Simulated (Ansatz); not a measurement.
## Profile along the Be–Be line in Be (hcp, Mg type)

Be (hcp, Mg type)

```xyz
2
Lattice="2.2645 0.0000 0.0000 -1.1322 1.9611 0.0000 0.0000 0.0000 3.5609" Properties=species:S:1:pos:R:3 pbc="T T T"
Be     0.0000     1.3074     2.6707
Be     1.1322     0.6537     0.8902
```

Fields along a shortest Be–Be line of a (-1 1 0 2) plane (2.26 Å), from Be to Be, interpolated on the slice's grid (step about 0.2 Å). Calculation: PBE (plane waves to 420 eV, PAW, scalar-relativistic; Ansatz, a first-principles code). k mesh 23×23×13. Inside the PAW spheres the values are not all-electron values, and peaks at nuclei hang on which shells count as valence. Be was relaxed with its symmetry unable to fall. The PAW data are Ansatz's earlier set.

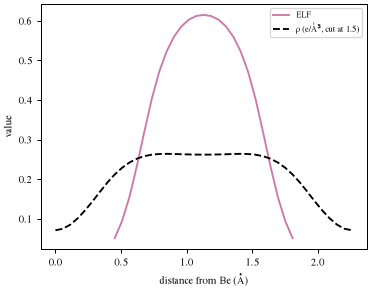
*ELF (away from the nuclei) and valence density from Be to Be.*

Density on the Be–Be line (2.26 Å) at its midpoint: 0.26 e/Å³. ELF at that point: 0.62. ELF maximum in the middle third of the Be–Be line: 0.62, 1.1 Å from Be.
